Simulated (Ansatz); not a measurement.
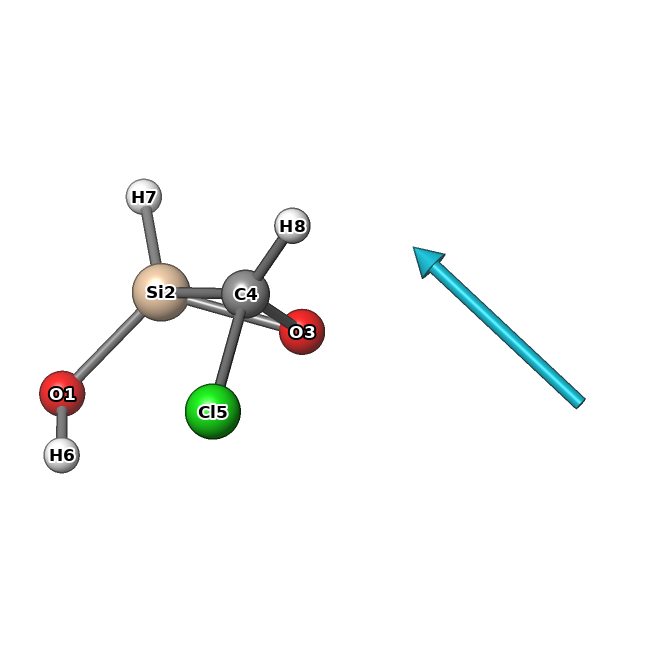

The arrow beside the molecule shows the direction of the dipole moment, from the negative to the positive end (its length means nothing). Computed geometry: PBE-D4/def2-SVP optimisation. No frequency run is at hand to confirm it as a minimum. Properties computed with RKS PBE-D4/def2-SVP (Ansatz 0.2.0).

Q: Estimate the dipole moment.

A: 1.55 D; it points from the side of Cl5 to the side of H7 (the outermost atoms at the two ends).
